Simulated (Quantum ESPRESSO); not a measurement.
# Rh: work function by face, part 4 of 6

Wanted: work functions of Rh face by face, under two functionals.

Quantum ESPRESSO 7.5; plane-wave DFT, PBE, PseudoDojo norm-conserving pseudopotentials.

So far. Step 6 (Electrostatic potential of (111)): On (111) the work function under PBEsol lies +0.14 eV from PBE's. Step 7 (Relaxation with pw.x of (100), PBE): The relaxation lowers the energy by 7 meV an atom. On the free atoms the largest force ends at 0.021 eV/Å.

**9. Electrostatic potential of (100)**

File 100.pbe.pot.in:

```
&inputpp
  prefix = '100.pbe'
  outdir = './out'
  filplot = '100.pbe.pot.dat'
  plot_num = 11
/
```

On the command line:

```console
OMP_NUM_THREADS=1 mpirun -n 4 pp.x -in 100.pbe.pot.in > 100.pbe.pot.out
```

The log of the run:

```text
[banner, memory and clock lines left out]
Program POST-PROC v.7.5 starts
[citation notice left out]

[...]
./out/100.pbe.save/

[...]
Calling punch_plot, plot_num =  11
     Writing data to file  100.pbe.pot.dat
     Message from routine chdens:
     namelist plot not found or invalid, exiting
```

It took 0.7 s on 4 MPI ranks of Arm Neoverse V2, shared host; peak memory 0.12 GiB.

Numbers from this step:

| Item | Value |
| --- | --- |
| work function of the upper face | 5.105 eV |
| slope of the potential above | 1.69e-4 eV/Å |
| upper vacuum line continued to the top atoms, over the Fermi level | 5.104 eV |
| work function of the lower face | 5.105 eV |
| slope of the potential below | -1.24e-4 eV/Å |
| lower vacuum line continued to the bottom atoms, over the Fermi level | 5.105 eV |

The potential energy, planar mean oscillates, so the rows of the table below give means over windows of 1.94 Å about each position, cut where the curve ends. Its maxima inside the range that stand out by 2 % of the span (Å: eV): 8.9: -3.56, 10.9: -2.76, 12.7: -2.76, 14.7: -3.56. Its minima: 8.0: -34.0, 9.9: -34.3, 11.8: -34.2, 13.7: -34.3, 15.6: -34.0.

Electrostatic potential energy of an electron; zero at the Fermi level. Table of potential energy, planar mean by z; means over each step:

| z (Å) | potential energy, planar mean (eV) |
| --- | --- |
| 0.97 | 5.11 |
| 2.91 | 5.11 |
| 4.85 | 5.07 |
| 6.79 | -0.914 |
| 8.73 | -17.3 |
| 10.67 | -16.1 |
| 12.61 | -16.0 |
| 14.55 | -17.6 |
| 16.49 | -6.89 |
| 18.43 | 5.03 |
| 20.37 | 5.10 |
| 22.31 | 5.11 |

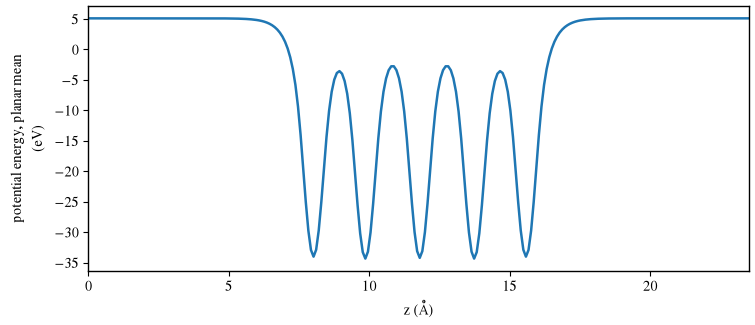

Potential energy, planar mean, plotted against z.

**10. Self-consistent run of (100), PBEsol**

Level of this step: plane-wave DFT, PBEsol, PseudoDojo norm-conserving pseudopotentials (Quantum ESPRESSO 7.5).

File 100.pbesol.in:

```
&control
  prefix = '100.pbesol'
  outdir = './out'
  pseudo_dir = './pseudo'
  calculation = 'scf'
  tprnfor = .true.
/
&system
  ibrav = 0
  nat = 5
  ntyp = 1
  ecutwfc = 80
  ecutrho = 320
  occupations = 'smearing'
  smearing = 'mv'
  degauss = 0.02
/
&electrons
  conv_thr = 1e-07
  mixing_beta = 0.4
  electron_maxstep = 120
  mixing_mode = 'local-TF'
/
ATOMIC_SPECIES
  Rh  102.9055  Rh.dojo-sr-pbesol-0.4.1-standard.upf
CELL_PARAMETERS angstrom
  2.68700576850888 0.00000000000000 0.00000000000000
  0.00000000000000 2.68700576850888 0.00000000000000
  0.00000000000000 0.00000000000000 23.60000000000000
ATOMIC_POSITIONS crystal
  Rh  0.000000000000 0.000000000000 0.339774394700
  Rh  0.500000000000 0.500000000000 0.417909382500
  Rh  0.000000000000 0.000000000000 0.500000000000
  Rh  0.500000000000 0.500000000000 0.582090617500
  Rh  0.000000000000 0.000000000000 0.660225605300
K_POINTS automatic
  12 12 1 0 0 0
```

On the command line:

```console
OMP_NUM_THREADS=1 mpirun -n 4 pw.x -nk 4 -in 100.pbesol.in > 100.pbesol.out
```

The log of the run:

```text
[banner, memory and clock lines left out]
Program PWSCF v.7.5 starts
[...]
Message from routine setup:
[...]
number of electrons       =        85.00
     number of Kohn-Sham states=           52
     kinetic-energy cutoff     =      80.0000  Ry
     charge density cutoff     =     320.0000  Ry
[...]
number of k points=    28  Marzari-Vanderbilt smearing, width (Ry)=  0.0200
[...]
Dense  grid:   111405 G-vectors     FFT dimensions: (  30,  30, 256)
[...]
negative rho (up, down):  7.594E-05 0.000E+00
     Starting wfcs are   50 randomized atomic wfcs +    2 random wfcs
[...]
estimated scf accuracy    <       0.60387147 Ry
[...]
estimated scf accuracy    <       0.26427059 Ry
[...]
estimated scf accuracy    <       0.02255867 Ry
[...]
estimated scf accuracy    <       0.03133756 Ry
[...]
estimated scf accuracy    <       0.00399274 Ry
[...]
estimated scf accuracy    <       0.00125521 Ry
[...]
estimated scf accuracy    <       0.00117674 Ry
[...]
estimated scf accuracy    <       0.00035467 Ry
[...]
negative rho (up, down):  1.173E-03 0.000E+00
[...]
estimated scf accuracy    <       0.00016651 Ry
[...]
negative rho (up, down):  7.688E-04 0.000E+00
[...]
estimated scf accuracy    <       0.00004171 Ry
[...]
negative rho (up, down):  4.982E-04 0.000E+00
[...]
estimated scf accuracy    <       0.00001407 Ry
[...]
negative rho (up, down):  1.857E-04 0.000E+00
[...]
estimated scf accuracy    <       0.00000121 Ry
[...]
negative rho (up, down):  4.082E-07 0.000E+00
[...]
estimated scf accuracy    <       0.00000086 Ry
[...]
the Fermi energy is     5.9717 ev
!    total energy              =   -1171.96048799 Ry
     estimated scf accuracy    <       0.00000003 Ry
     smearing contrib. (-TS)   =       0.00109642 Ry
     internal energy E=F+TS    =   -1171.96158442 Ry
[...]
one-electron contribution =   -9750.70666671 Ry
     hartree contribution      =    4887.38790920 Ry
     xc contribution           =    -187.76859224 Ry
     ewald contribution        =    3879.12576533 Ry
     convergence has been achieved in  14 iterations
[...]
Total force =     0.028295     Total SCF correction =     0.001038
[...]
```

Wall time 96 s (4 MPI ranks); peak memory 0.95 GiB; 6.4 min of CPU time.

This step gave:

* free energy: -15945.3348 eV
* Fermi energy: 5.972 eV

**11. Potential by pp.x of (100)**

File 100.pbesol.pot.in:

```
&inputpp
  prefix = '100.pbesol'
  outdir = './out'
  filplot = '100.pbesol.pot.dat'
  plot_num = 11
/
```

On the command line:

```console
OMP_NUM_THREADS=1 mpirun -n 4 pp.x -in 100.pbesol.pot.in > 100.pbesol.pot.out
```

The job ended after 0.7 s (4 MPI ranks; peak memory 0.12 GiB).

This step gave:

- work function of the upper face: 5.231 eV
- slope of the potential above: 1.42e-4 eV/Å
- upper vacuum line continued to the top atoms, over the Fermi level: 5.231 eV
- work function of the lower face: 5.231 eV
- slope of the potential below: -1.04e-4 eV/Å
- lower vacuum line continued to the bottom atoms, over the Fermi level: 5.231 eV

On (100) the work function under PBEsol lies +0.13 eV from PBE's.

(Part 4 of 6 ends here.)

[Logs are printed without paths, hosts, clocks, repeated set-up lines and the standing remarks that a program may print on its own settings, such as how far it seeks lower states.]

[Hosts, paths, dates, database ids (printed as entryN), source tags and the programs' standing remarks are cut or masked in the printed files.]

[Maps of the electrostatic potential energy from Ansatz leave out the sawtooth potential of an applied field or a dipole correction, so their vacuum need not be flat; planar profiles and work functions include it.]
